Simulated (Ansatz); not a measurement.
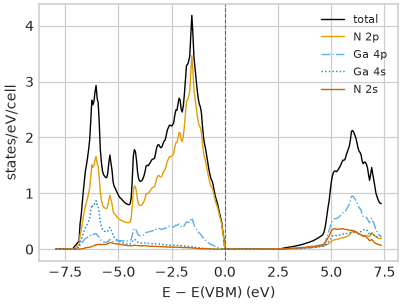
Fig. 1. Total and projected density of states of GaN (wurtzite, P6_3mc), plane-wave PAW r²SCAN (Ansatz code)

**Question.** Which orbitals carry the states next to the gap?

**Answer.** Top 1 eV of the valence band: N 2p 89 %, Ga 4p 7 %. Bottom 1 eV of the conduction band: N 2s 38 %, Ga 4s 37 %, N 2p 14 %, Ga 4p 9 %. Projections are on Löwdin-orthogonalised atomic valence shells; empty p or d shells of many metals are not among them.

**Question.** Where is the tallest occupied peak in this window, and what makes it?

**Answer.** Near -1.5 eV, about 4.2 states/eV per cell; the largest projected share is N 2p.

Symmetry was held in the r²SCAN relaxation. Scalar-relativistic: spin–orbit coupling is off unless named, which matters more the heavier the elements.

Potentials: the earlier of the program's two PAW sets.
